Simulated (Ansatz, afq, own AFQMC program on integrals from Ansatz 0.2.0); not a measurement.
# H₂O− (doublet): quantum Monte Carlo beside coupled cluster at angle H2–O1–H3 = 85.1°, aug-cc-pVDZ

Aim: compute H₂O− (doublet) with auxiliary-field quantum Monte Carlo on the same integrals as coupled cluster, and set the energies side by side.

Method: aug-cc-pVDZ, frozen cores; program: Ansatz 0.2.0, Gaussian basis, and an in-house AFQMC program (afq) on its integrals; all values are calculated.

To be run: PBE (unrestricted); r2SCAN (unrestricted); PBE0 (unrestricted); B3LYP (unrestricted); wB97M-V (unrestricted); B2PLYP (unrestricted); CCSD(T) on UHF; CCSDT(Q) on UHF; Phaseless AFQMC, CISD trial on UHF.

2 further runs of the same task are left out: 2 that didn't finish.

## Step 1: The geometry

The geometry derives from a PBE0/def2-TZVPD stationary point (not a proven minimum). One angle is set to the value named; bond lengths are kept.

3 atoms, charge -1, spin multiplicity 2.

Atoms are counted from 1 here; the program's logs count them from 0.

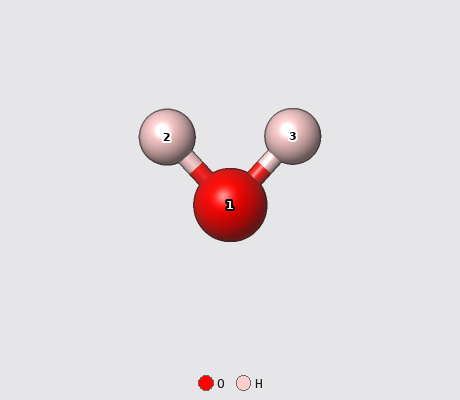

The structure; oxygen red, hydrogen pink; atoms are numbered from 1 in the order of the file.

As a file:

```
O     0.00000   -0.08056    0.00000
H     0.00000    0.63939    0.66087
H     0.00000    0.63939   -0.66087
```

## Step 2: PBE (unrestricted)

Input file in.yaml:

```yaml
crystal:
  periodic: [false, false, false]
  atoms:
    - {symbol: O, position_ang: [0.000000, -0.080561, 0.000000]}
    - {symbol: H, position_ang: [0.000000, 0.639389, 0.660870]}
    - {symbol: H, position_ang: [0.000000, 0.639389, -0.660870]}
basis:
  gaussian: {orbitals: aug-cc-pVDZ}
total_charge: -1
magnetization: {spin_polarized: true, initial_magnetization: 1}
hamiltonian: {xc: {name: PBE}}
output: {orbitals: {seedname: orbitals}}
```

On the command line:

```sh
ansatz run in.yaml --threads 1 --pin off --events-out ev --progress --plain --max-ram 1382MiB
```

Standard output:

```text
Functional definition: PBE
  name "PBE"
  cite "Perdew, Burke & Ernzerhof, Phys. Rev. Lett. 77, 3865 (1996) doi:10.1103/PhysRevLett.77.3865"
  parent pbe
  parameter kappa = 0.804
  parameter beta = 0.06672455060314922
  exchange = pbe_x(kappa = kappa, mu = beta*pi^2/3)
  correlation = pbe_c(beta = beta)
307 factors; their error is unknown
mean field evaluation 1: about -2071.7390 eV, gradient 3.7e1 eV
mean field evaluation 2: about -2059.8584 eV, gradient 7.0e1 eV
mean field evaluation 4: about -2077.1209 eV, gradient 5.3e-1 eV
mean field evaluation 8: about -2077.1157 eV, gradient 4.9e-2 eV
mean field evaluation 16: about -2077.1157 eV, gradient 5.9e-5 eV
mean field evaluation 32: about -2076.4472 eV, gradient 3.5e0 eV
mean field -2077.11573716 eV, -76.3325954209 hartree, gradient 5.9e-5 eV, S^2 0.750138; 4 other end points of the search recorded, 0 dependent functions left out
reference -2077.11576694 eV, -76.3325965153 hartree; 6, 5 occupied and 35, 36 virtual orbitals, 307 factors
Total energy: -2077.11576694 eV, -76.3325965153 hartree
```

Run time: 2.5 s. Hardware: 1 thread of Arm Neoverse N1, shared host.

From the report: ⟨S²⟩ of the determinant 0.750 (pure doublet: 0.75).

## Step 3: r2SCAN (unrestricted)

Changes to in.yaml since step 2:

```diff
@@ -10,3 +10,2 @@
 magnetization: {spin_polarized: true, initial_magnetization: 1}
-hamiltonian: {xc: {name: PBE}}
-output: {orbitals: {seedname: orbitals}}
+hamiltonian: {xc: {name: r2SCAN}}
```

Same command.

Standard output:

```text
Functional definition: r2SCAN
  name "r2SCAN"
  cite "Furness, Kaplan, Ning, Perdew & Sun, J. Phys. Chem. Lett. 11, 8208 (2020) doi:10.1021/acs.jpclett.0c02405"
  cite "Furness, Kaplan, Ning, Perdew & Sun, J. Phys. Chem. Lett. 11, 9248 (2020) doi:10.1021/acs.jpclett.0c03077"
  parent r2scan
  parameter k0 = 0.174
  parameter k1 = 0.065
  parameter a1 = 4.9479
  exchange = r2scan_x(k0 = k0, k1 = k1, a1 = a1)
  correlation = r2scan_c
307 factors; their error is unknown
mean field evaluation 1: about -2074.4406 eV, gradient 3.0e1 eV
mean field evaluation 2: about -2067.9310 eV, gradient 5.4e1 eV
mean field evaluation 4: about -2078.1712 eV, gradient 4.5e-1 eV
mean field evaluation 8: about -2078.1680 eV, gradient 4.9e-2 eV
mean field evaluation 16: about -2077.4713 eV, gradient 1.5e0 eV
mean field -2078.16805470 eV, -76.3712673773 hartree, gradient 7.8e-5 eV, S^2 0.750240; 3 other end points of the search recorded, 0 dependent functions left out
reference -2078.16807722 eV, -76.3712682050 hartree; 6, 5 occupied and 35, 36 virtual orbitals, 307 factors
Total energy: -2078.16807722 eV, -76.3712682050 hartree
```

It took 4.6 s on 1 thread of Arm Neoverse N1, shared host.

From the report: ⟨S²⟩ of the determinant 0.750 (pure doublet: 0.75).

## Step 4: PBE0 (unrestricted)

Changes to in.yaml since step 3:

```diff
@@ -10,2 +10,3 @@
 magnetization: {spin_polarized: true, initial_magnetization: 1}
-hamiltonian: {xc: {name: r2SCAN}}
+hamiltonian: {xc: {name: PBE0}}
+output: {orbitals: {seedname: orbitals}}
```

Launched as before.

Standard output:

```text
Functional definition: PBE0
  name "PBE0"
  cite "Adamo & Barone, J. Chem. Phys. 110, 6158 (1999) doi:10.1063/1.478522"
  cite "Perdew, Burke & Ernzerhof, Phys. Rev. Lett. 77, 3865 (1996) doi:10.1103/PhysRevLett.77.3865"
  parent pbe
  parameter a = 0.25
  parameter kappa = 0.804
  parameter beta = 0.06672455060314922
  exchange = (1 - a)*pbe_x(kappa = kappa, mu = beta*pi^2/3) + a*exact_x
  correlation = pbe_c(beta = beta)
318 factors; their error is unknown
mean field evaluation 1: about -2073.5788 eV, gradient 2.9e1 eV
mean field evaluation 2: about -2070.3684 eV, gradient 4.4e1 eV
mean field evaluation 4: about -2077.0443 eV, gradient 6.1e-1 eV
mean field evaluation 8: about -2077.0541 eV, gradient 6.0e-2 eV
mean field evaluation 16: about -2077.0541 eV, gradient 5.5e-5 eV
mean field evaluation 32: about -2076.5986 eV, gradient 2.3e0 eV
mean field -2077.05409982 eV, -76.3303302907 hartree, gradient 4.4e-5 eV, S^2 0.750141; 4 other end points of the search recorded, 0 dependent functions left out
reference -2077.05412202 eV, -76.3303311064 hartree; 6, 5 occupied and 35, 36 virtual orbitals, 318 factors
Total energy: -2077.05412202 eV, -76.3303311064 hartree
```

It took 2.1 s on 1 thread of Arm Neoverse N1, shared host.

From the report: ⟨S²⟩ of the determinant 0.750 (pure doublet: 0.75).

## Step 5: B3LYP (unrestricted)

Changes to in.yaml since step 4:

```diff
@@ -10,3 +10,2 @@
 magnetization: {spin_polarized: true, initial_magnetization: 1}
-hamiltonian: {xc: {name: PBE0}}
-output: {orbitals: {seedname: orbitals}}
+hamiltonian: {xc: {name: B3LYP}}
```

The command is unchanged.

Standard output, shortened:

```text
Functional definition: B3LYP
  name "B3LYP"
  cite "Stephens, Devlin, Chabalowski & Frisch, J. Phys. Chem. 98, 11623 (1994) doi:10.1021/j100096a001"
  cite "Becke, Phys. Rev. A 38, 3098 (1988) doi:10.1103/PhysRevA.38.3098"
  cite "Lee, Yang & Parr, Phys. Rev. B 37, 785 (1988) doi:10.1103/PhysRevB.37.785"
  cite "Vosko, Wilk & Nusair, Can. J. Phys. 58, 1200 (1980) doi:10.1139/p80-159"
[...]
307 factors; their error is unknown
[...]
mean field -2079.39823112 eV, -76.4164755269 hartree, gradient 4.3e-5 eV, S^2 0.750080; 4 other end points of the search recorded, 0 dependent functions left out
reference -2079.39838708 eV, -76.4164812585 hartree; 6, 5 occupied and 35, 36 virtual orbitals, 307 factors
Total energy: -2079.39838708 eV, -76.4164812585 hartree
```

Run time: 2.4 s. Hardware: 1 thread of Arm Neoverse N1, shared host.

From the report: ⟨S²⟩ of the determinant 0.750 (pure doublet: 0.75).

## Step 6: wB97M-V (unrestricted)

Changes to in.yaml since step 5:

```diff
@@ -10,2 +10,3 @@
 magnetization: {spin_polarized: true, initial_magnetization: 1}
-hamiltonian: {xc: {name: B3LYP}}
+hamiltonian: {xc: {name: wB97M-V}}
+output: {orbitals: {seedname: orbitals}}
```

Same command.

Standard output, shortened:

```text
Functional definition: wB97M-V
  name "wB97M-V"
  cite "Mardirossian & Head-Gordon, J. Chem. Phys. 144, 214110 (2016) doi:10.1063/1.4952647"
  cite "Becke, J. Chem. Phys. 107, 8554 (1997) doi:10.1063/1.475007"
  cite "Vydrov & Van Voorhis, J. Chem. Phys. 133, 244103 (2010) doi:10.1063/1.3521275"
  # Of w^i u^j: cxij and so on, Table III.
[...]
  gx(w, u) = 1 - cx + cx01*u + cx10*w
  gss(w, u) = css00 + css04*u^4 + css10*w + css20*w^2 + css43*w^4*u^3
  gos(w, u) = cos00 + cos10*w + (cos20 + cos21*u)*w^2 + (cos60 + cos61*u)*w^6
[...]
      + integral(e_c_pw_mod_opposite_spin*gos(b97_w_opposite, b97_u_opposite)) + vv10(b, c)
307 factors; their error is unknown
135 factors; integrals over basis functions are off by at most 3.1e-6 eV
[...]
mean field -2078.27108547 eV, -76.3750536882 hartree, gradient 4.1e-5 eV, S^2 0.750348; 0 other end points of the search recorded, 0 dependent functions left out
reference -2078.27111277 eV, -76.3750546915 hartree; 6, 5 occupied and 35, 36 virtual orbitals, 307 factors
Total energy: -2078.27111277 eV, -76.3750546915 hartree
```

Wall time 3.7 s (1 thread of Arm Neoverse N1, shared host).

From the report: ⟨S²⟩ of the determinant 0.750 (pure doublet: 0.75).

## Step 7: B2PLYP (unrestricted)

Changes to in.yaml since step 6:

```diff
@@ -10,3 +10,3 @@
 magnetization: {spin_polarized: true, initial_magnetization: 1}
-hamiltonian: {xc: {name: wB97M-V}}
-output: {orbitals: {seedname: orbitals}}
+hamiltonian: {xc: {name: B2PLYP}}
+correlation: {electrons: outside_noble_gas}
```

Launched as before.

Standard output, shortened:

```text
Functional definition: B2PLYP
  name "B2PLYP"
  cite "Grimme, J. Chem. Phys. 124, 034108 (2006) doi:10.1063/1.2148954"
  cite "Becke, Phys. Rev. A 38, 3098 (1988) doi:10.1103/PhysRevA.38.3098"
  cite "Lee, Yang & Parr, Phys. Rev. B 37, 785 (1988) doi:10.1103/PhysRevB.37.785"
[...]
386 factors; integrals over basis functions are off by at most 7.9e-4 eV
[...]
mean field -2075.44317786 eV, -76.2711300006 hartree, gradient 6.6e-6 eV, S^2 0.750157; 2 other end points of the search recorded, 0 dependent functions left out
1 core orbitals not correlated: weight in the atoms' cores, before any rotation towards them, 1.000 or more for the frozen orbitals, at most 0.000 for the correlated occupied ones
reference -2075.44327649 eV, -76.2711336250 hartree; 5, 4 occupied and 35, 36 virtual orbitals, 386 factors
second order -7.61255529 eV of doubles, -0.00000000 eV of singles
Total energy: -2077.49866642 eV, -76.3466678117 hartree
```

Wall time 1.2 s (1 thread of Arm Neoverse N1, shared host).

From the report: ⟨S²⟩ of the determinant 0.750 (pure doublet: 0.75).

## Step 8: CCSD(T) on UHF

Changes to in.yaml since step 7:

```diff
@@ -10,3 +10,2 @@
 magnetization: {spin_polarized: true, initial_magnetization: 1}
-hamiltonian: {xc: {name: B2PLYP}}
-correlation: {electrons: outside_noble_gas}
+correlation: {method: ccsd_t, electrons: outside_noble_gas, hamiltonian_folder: ham}
```

The command is unchanged.

Standard output, shortened:

```text
Functional definition: HF
  name "HF"
  cite "Fock, Z. Phys. 61, 126 (1930) doi:10.1007/BF01340294"
  parent pbe
[...]
386 factors; integrals over basis functions are off by at most 7.9e-4 eV
[...]
mean field -2067.96150299 eV, -75.9961835201 hartree, gradient 3.1e-6 eV, S^2 0.750479; 7 other end points of the search recorded, 0 dependent functions left out
determinant -2067.96150299 eV, -75.9961835201 hartree, with singles and doubles -2074.40661918 eV, -76.2330371716 hartree
determinant -2067.22451587 eV, -75.9690997431 hartree, with singles and doubles -2073.55752564 eV, -76.2018335594 hartree
1 core orbitals not correlated: weight in the atoms' cores, before any rotation towards them, 1.000 or more for the frozen orbitals, at most 0.000 for the correlated occupied ones
reference -2067.96150299 eV, -75.9961835201 hartree; 5, 4 occupied and 35, 36 virtual orbitals, 386 factors
second order -6.25207560 eV of doubles, -0.00000000 eV of singles
cycle   1  -6.43356315 eV  change   -2.1e-1 eV  update   2.3e-2
[...]
cycle   8  -6.45244586 eV  change    1.1e-6 eV  update   1.0e-5
perturbative correction -0.17419657 eV, -0.0064016059 hartree
Total energy: -2074.58814542 eV, -76.2397081379 hartree
```

Wall time 2.1 s (1 thread of Arm Neoverse N1, shared host).

From the report: ⟨S²⟩ of the determinant 0.750 (pure doublet: 0.75); correlation -6.6266 eV; T1 0.019; largest double amplitude 0.04.

This run also writes the integrals to the folder ham.

## Step 9: CCSDT(Q) on UHF

Changes to in.yaml since step 8:

```diff
@@ -10,2 +10,2 @@
 magnetization: {spin_polarized: true, initial_magnetization: 1}
-correlation: {method: ccsd_t, electrons: outside_noble_gas, hamiltonian_folder: ham}
+correlation: {method: ccsdt_q, electrons: outside_noble_gas}
```

Same command.

Standard output, shortened:

```text
Functional definition: HF
  name "HF"
  cite "Fock, Z. Phys. 61, 126 (1930) doi:10.1007/BF01340294"
  parent pbe
[...]
661 factors; integrals over basis functions are off by at most 1.9e-7 eV
[...]
a density is far from that of the atoms, so the factors are made again for it
676 factors; integrals over basis functions are off by at most 1.4e-7 eV
[...]
mean field -2067.96150772 eV, -75.9961836941 hartree, gradient 2.6e-6 eV, S^2 0.750479; 8 other end points of the search recorded, 0 dependent functions left out
determinant -2067.96150772 eV, -75.9961836941 hartree, with singles and doubles -2074.40663132 eV, -76.2330376178 hartree
determinant -2067.22452615 eV, -75.9691001210 hartree, with singles and doubles -2073.55754377 eV, -76.2018342257 hartree
1 core orbitals not correlated: weight in the atoms' cores, before any rotation towards them, 1.000 or more for the frozen orbitals, at most 0.000 for the correlated occupied ones
reference -2067.96150772 eV, -75.9961836941 hartree; 5, 4 occupied and 35, 36 virtual orbitals, 676 factors
second order -6.25209217 eV of doubles, -0.00000000 eV of singles
cycle   1  -6.26489822 eV  change   -1.3e-2 eV  update   7.2e-2
[...]
cycle  14  -6.63450595 eV  change    7.8e-7 eV  update   4.8e-7
perturbative correction -0.01635293 eV, -0.0006009590 hartree
Total energy: -2074.61236659 eV, -76.2405982495 hartree
```

Run time: 42 s. Hardware: 1 thread of Arm Neoverse N1, shared host; peak memory 0.38 GiB.

From the report: ⟨S²⟩ of the determinant 0.750 (pure doublet: 0.75); correlation -6.6509 eV; T1 0.019; largest double amplitude 0.04.

## Step 10: Phaseless AFQMC, CISD trial on UHF

It reads the integrals that the CCSD(T) run on this determinant wrote.

On the command line:

```sh
afq ham --method phaseless --trial cisd --walkers 60 --populations 1 --least-time 40 --time-step 0.005 --steps-per-block 50 --equilibration-blocks 28 --max-blocks 300 --target-error 0.00036 --factor-cut 1e-05 --start spin_pure --seed 3079 --release-times 0.24,0.51,0.99,1.62,2.4 --release-step 0.03 --release-every 4 --taylor-order 6
```

Standard output:

```text
orbitals 40  electrons 5 4  factors 311 of 386
reference energy -75.99618352 Eh
CCSD correlation -0.23712293 Eh in 10 cycles, weight of the determinant in the CISD state 0.9265
energy of the start -76.233304 Eh
 block  time / (1/Eh)  mean weight  energy / Eh
     1     0.250  1.0019  -76.232228
     2     0.500  1.0008  -76.232734
     3     0.750  1.0018  -76.238504
     4     1.000  0.9974  -76.237758
     5     1.250  1.0024  -76.239415
     6     1.500  0.9991  -76.241199
     7     1.750  0.9997  -76.237299
     8     2.000  1.0018  -76.235969
     9     2.250  1.0022  -76.238377
    10     2.500  0.9995  -76.241243
    17     4.250  0.9964  -76.237452
    25     6.250  1.0017  -76.238244
    33     8.250  0.9988  -76.239178
    41    10.250  1.0003  -76.237800
    49    12.250  0.9989  -76.240114
    57    14.250  0.9994  -76.243625
    65    16.250  0.9987  -76.233602
    73    18.250  0.9997  -76.246462
    81    20.250  1.0005  -76.237288
    89    22.250  0.9982  -76.236673
    97    24.250  0.9975  -76.236390
   105    26.250  1.0014  -76.254996
   113    28.250  0.9989  -76.236589
   121    30.250  0.9974  -76.239421
   129    32.250  1.0006  -76.238066
   137    34.250  0.9997  -76.239265
   145    36.250  1.0000  -76.244653
   153    38.250  0.9981  -76.244493
   161    40.250  1.0026  -76.238598
   169    42.250  0.9994  -76.236454
   177    44.250  0.9997  -76.234918
   185    46.250  0.9989  -76.232784
   193    48.250  0.9984  -76.243598
   201    50.250  1.0026  -76.238244
   209    52.250  1.0008  -76.236403
   217    54.250  1.0014  -76.248612
   225    56.250  1.0008  -76.243037
   233    58.250  1.0006  -76.240366
   241    60.250  0.9982  -76.240355
   249    62.250  0.9992  -76.243390
   257    64.250  1.0002  -76.234972
   265    66.250  0.9997  -76.237970
   273    68.250  0.9982  -76.237250
   281    70.250  1.0029  -76.235570
   289    72.250  1.0033  -76.240258
   297    74.250  0.9975  -76.247352
   305    76.250  0.9974  -76.239698
   313    78.250  0.9999  -76.259227
   321    80.250  1.0011  -76.237011
blocks merged  error / Eh  count
     1  0.000305  300
     2  0.000360  150
     4  0.000430  75
     8  0.000488  37
    16  0.000594  18
    32  0.000435  9
released: time / (1/Eh)  energy / Eh  error  mean overlap
  0.24  -76.241155  0.000449  0.9925
  0.51  -76.240916  0.000358  0.9831
  0.99  -76.240922  0.000364  0.9657
  1.62  -76.239847  0.000408  0.9852
  2.40  -76.239869  0.000397  0.9789
energy -76.240655 +/- 0.000594 Eh
```

Run time: 15 min. Hardware: 1 thread of Arm Neoverse N1, shared host.

Energy -2074.6139 ± 0.0162 eV. Caveats: constraint bias not in the error; error above the target.

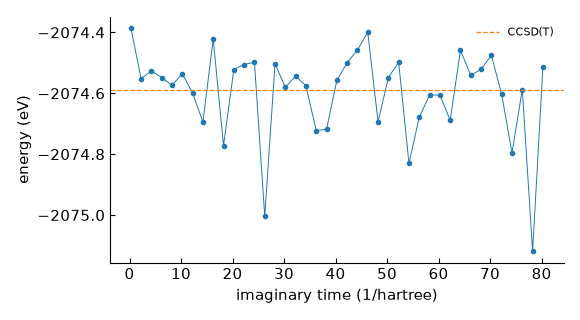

Block energies along the walk.

## Step 11: All levels side by side

On the UHF determinant, counted from CCSDT(Q) (a yardstick, not exact):

```csv
level,energy (eV),from CCSDT(Q) (meV),statistical error (meV),time
HF,-2067.9615,+6650.9,,
MP2,-2074.2136,+398.8,,
CCSD,-2074.4139,+198.4,,
CCSD(T),-2074.5881,+24.2,,
CCSDT(Q),-2074.6124,0.0,,
"Phaseless AFQMC, CISD trial, step 0.005, 60 walkers",-2074.6139,-1.5,16.2,15 min
```

The functionals' totals stand on their own zeros and serve differences with other points: PBE -2077.116 eV; r2SCAN -2078.168 eV; PBE0 -2077.054 eV; B3LYP -2079.398 eV; wB97M-V -2078.271 eV; B2PLYP -2077.499 eV.

## Step 12: Outcome

| quantity | value |
| --- | --- |
| CCSD(T) on UHF from CCSDT(Q) | +24.2 meV |
| Phaseless AFQMC, CISD trial on UHF from CCSDT(Q) | -1.5 ± 16.2 meV |

**Reading.** On UHF the phaseless walk with the CISD trial lies -1.5 meV from CCSDT(Q), within three error bars. Error bars are statistical and leave out the constraint, the time step and what remains of the start.

The anion's highest level is positive in at least one run, so there the basis alone may hold the extra electron.
